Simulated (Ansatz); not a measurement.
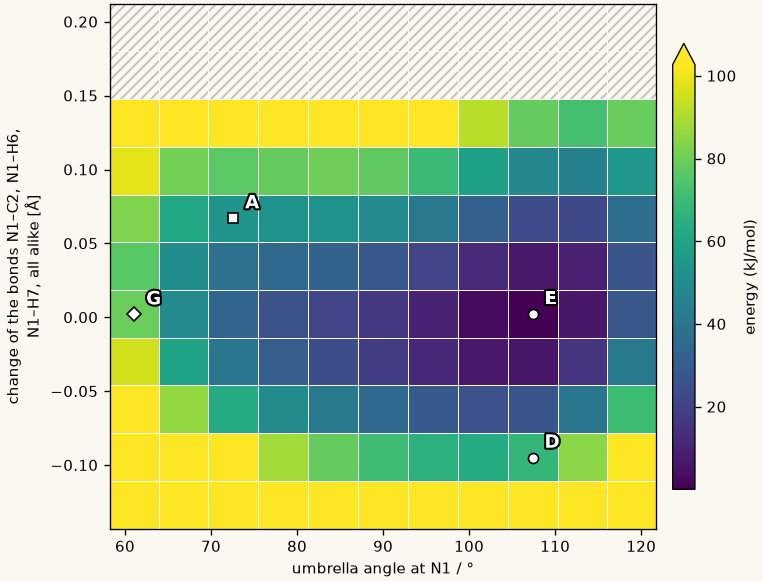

CH₅AlFNO, SMILES N[CH](F)[AlH][OH]. Coordinates scanned: (1) umbrella angle at N1 (between each of its bonds and their common axis; 90 is planar); (2) change of the bonds N1–C2, N1–H6, N1–H7, all alike. Nothing is relaxed (all other coordinates rigid). Grid: 11 × 11 points. At 22 points there is no value. Points are written as (first, second). Energies are in kJ/mol, from the relaxed molecule at the same level. Theory: Ansatz 0.2.0, RKS B3LYP-D4/def2-SVP.

The picture shows one coloured cell a grid point, one colour for all values above the top of the scale, hatched blanks where no value was computed, lettered points.

**Rank the lettered points by energy, lowest first.**

E (0.04 kJ/mol), A (53 kJ/mol), D (68 kJ/mol), G (79 kJ/mol).
